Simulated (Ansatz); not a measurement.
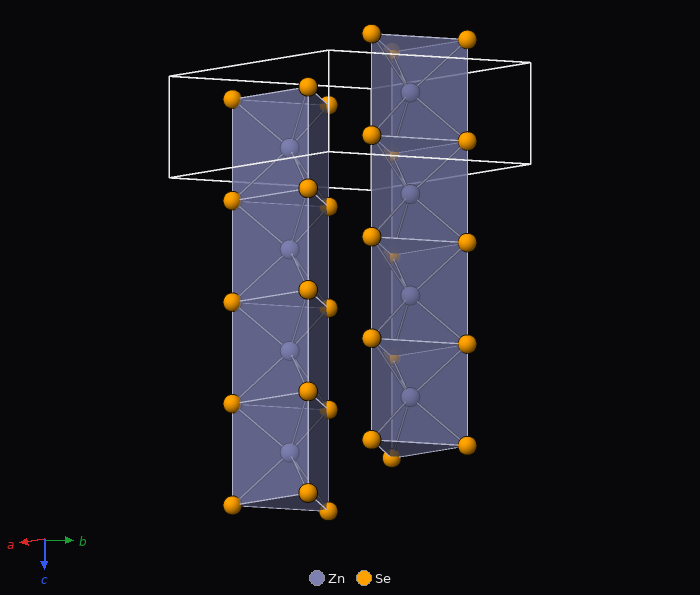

Polyhedra are drawn about Zn (bonds: Se–Zn below 3 Å); other atoms are plain spheres.

ZnSe₃ (space group P6_3/mmc, No. 194). Coordinates: the geometry relaxed with DFT PBE, scalar-relativistic, plane waves, PAW in Ansatz; the starting structure was generated, so it need not be a known form of this composition.

Sharing among the drawn polyhedra:

```tsv
site	polyhedron	corner-sharing neighbours	edge-sharing	face-sharing	bond (Å)
Zn	ZnSe6 trigonal prism	0	0	2	2.70
```

They form chains of face-sharing trigonal prisms along [001].
